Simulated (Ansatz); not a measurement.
Consider Ti$_{2}$C$_{5}$.

Input file:

```
crystal:
  lattice:
    - [2.6357859393, 0.0019395137, -0.0109635786]
    - [-0.0032563489, 4.3384946944, -0.0400468343]
    - [-1.2922686244, -1.0495642252, 6.1829201784]
  atoms:
    - { symbol: Ti, position: [0.5814464066, 0.7987007875, 0.6627686403] }
    - { symbol: Ti, position: [0.4185535934, 0.2012992125, 0.3372313597] }
    - { symbol: C, position: [0.2435877377, 0.9123784021, 0.9871812931] }
    - { symbol: C, position: [0.2505086985, 0.5786433588, 0.00103239] }
    - { symbol: C, position: [0.7564122623, 0.0876215979, 0.0128187069] }
    - { symbol: C, position: [0.7494913015, 0.4213566412, 0.99896761] }
    - { symbol: C, position: [0.0, 0.0, 0.5] }
basis:
  ecutwfc: 420
kpoints:
  mp_grid: { grid: [12, 8, 6] }
  band_path:
    path:
      - [[0.0, 0.0, 0.0], [0.0, 0.5, 0.0]]
      - [[-0.5, 0.0, 0.5], [0.0, 0.0, 0.0], [0.0, 0.0, 0.5]]
      - [[0.5, -0.5, 0.0], [0.0, 0.0, 0.0], [0.5, 0.0, 0.0]]
      - [[0.0, -0.5, 0.5], [0.0, 0.0, 0.0], [0.5, 0.5, -0.5]]
    npoints: 14
hamiltonian:
  xc: pbe
scf:
  occupations: { method: gaussian, width: 0.1 }
  n_extra_bands: 17
output:
  forces: true
  stress: true
  eigenvalues: true
  populations: true
  dos: { projected: true, de: 0.02, nscf_kmesh: { grid: [15, 10, 8] } }
  bader: true
  write_density: true
  write_potential: true
  elf: true
  volumetric_format: npy
```

Run with:

```sh
ansatz run input.yaml --threads 1 --pin off --max-ram 2560MiB --backend cpu --events-out ev --progress --plain --runs-dir out
```

Below, planes, directions and counts refer to the conventional cell (a = 12.53 Å, b = 2.64 Å, c = 4.34 Å, α = 90.00°, β = 100.16°, γ = 90.01°).

Space group C2/m; a generated structure, not necessarily the stable one; computed without spin polarisation.

All numbers below come from DFT PBE, scalar-relativistic, plane waves, PAW in Ansatz 0.2.0.

Predict the valence pseudo-density and electron localisation function between the atoms.

Answer. C–C (1.47 Å): ρ is about 1.8 e/Å³ halfway; the ELF peaks at about 0.95 between the atoms.
C–C (1.52 Å): the density is about 1.6 e/Å³ at the midpoint; the ELF peaks at about 0.90 between the atoms.
Bader's partition of the density gives Ti +1.26 and C −1.54 to −0.13 e.

How much charge does the calculation move between the atoms?

Answer. Electrons move from Ti towards C. Bader charges: Ti +1.26 and C −1.54 to −0.13 e.

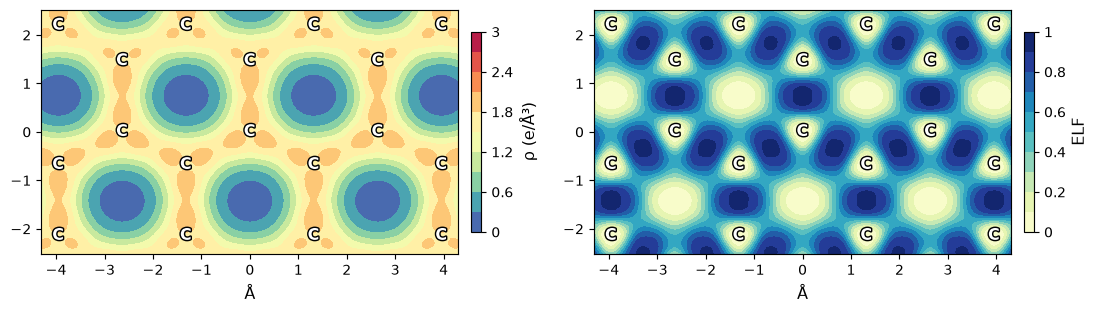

Computed valence pseudo-density and electron localisation function on the (100) plane of the conventional cell, in this order. 

Core electrons are frozen (PAW), and the valence fields are smoothed inside the atomic spheres.
